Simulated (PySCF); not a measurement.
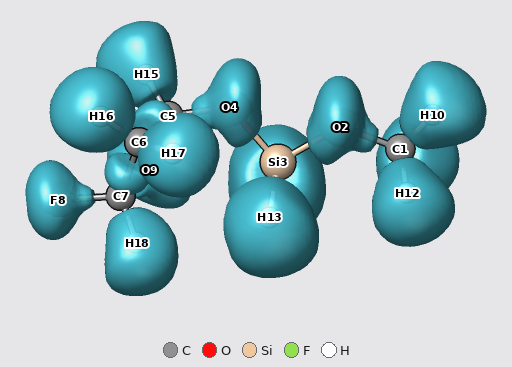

C4H9FO3Si. Isosurface of the ELF at 0.75 (cyan), seen at a tilt. Core shells and regions of very low density are left out.

Geometry: GFN2-xTB.

The calculation used PBE0/pcSseg-1, SCF density, gas phase, non-relativistic (PySCF).

Input

```
{"job": {"kind": "nmr", "xc": "PBE0", "basis": "pcSseg-1"}, "charge": 0, "multiplicity": 1}
C      3.579953     0.064098     0.104948
O      2.325117     0.473988    -0.336498
Si     0.979090    -0.410551    -0.312637
O      0.006243     0.663468    -1.056880
C     -1.321547     0.448823    -1.181024
C     -2.197110     0.922693    -0.003336
C     -2.558631    -0.553796     0.110491
F     -3.865478    -0.812753    -0.199142
O     -1.708788    -0.911598    -0.940818
H      4.269250     0.901109    -0.006938
H      3.939110    -0.782681    -0.483763
H      3.544741    -0.238196     1.153902
H      0.553474    -0.686717     1.065938
H      1.096353    -1.654811    -1.065772
H     -1.647729     0.781435    -2.174820
H     -3.028542     1.572254    -0.258309
H     -1.620163     1.319979     0.825055
H     -2.354103    -1.090428     1.044452
```

Command:

```sh
OMP_NUM_THREADS=1 python probes_run.py task.json out
```

Question: Where are the electrons localised?

Answer: The ELF exceeds this value in two regions between bonded C–C atoms (shared pairs), nine regions around hydrogen nuclei, one region on F in which the atom's valence shell and bonds are merged and three regions on O in which the atom's valence shell and bonds are merged. Along the contacts the grid gives the following. C–O (1.35 Å): the ELF peaks at about 0.90 between the atoms, as expected for a polar covalent bond. C–F (1.37 Å): the ELF peaks at about 0.85 between the atoms: a polar covalent bond.
